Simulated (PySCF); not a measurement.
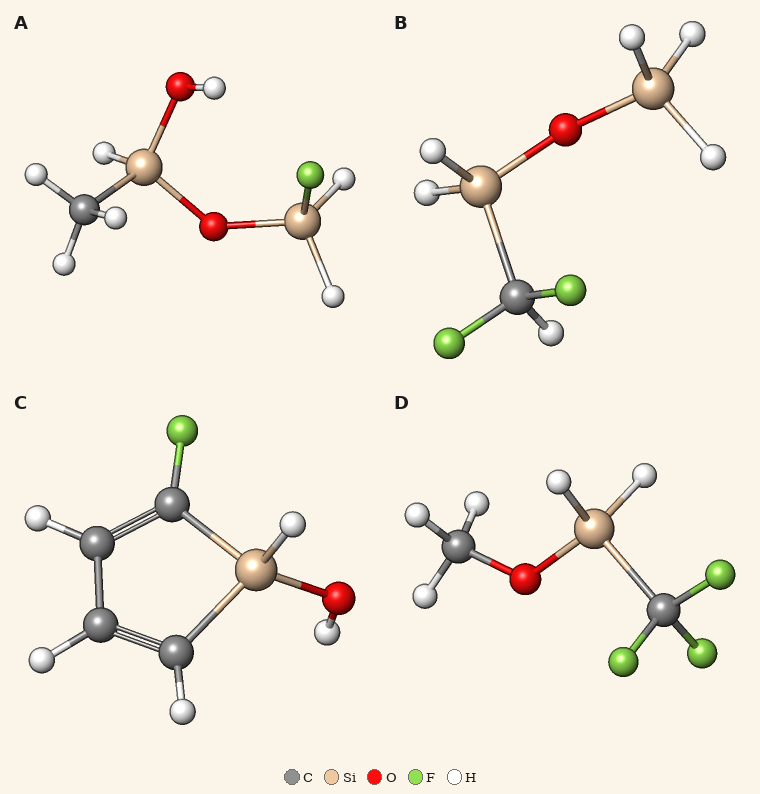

The picture comes from a calculation with PySCF.

```xyz
13
charge 0, multiplicity 1
C    -2.0186   -0.3995    0.1515
Si   -0.6238    0.8235    0.0446
O     0.1343    1.0907    1.4977
O     0.5079    0.1978   -1.0288
Si    2.0192   -0.3894   -0.7832
F     2.0163   -1.1036    0.6889
H    -2.8172   -0.0341    0.8152
H    -2.4513   -0.5766   -0.8455
H    -1.6602   -1.3653    0.5411
H    -1.0565    2.1551   -0.4438
H     0.5899    0.3329    1.8822
H     2.3251   -1.4297   -1.7936
H     3.0402    0.6865   -0.7359
```

Which panel shows the molecule in this file?

A. The file holds CH7FO2Si2, `C[Si@@H](O)O[SiH2]F`.
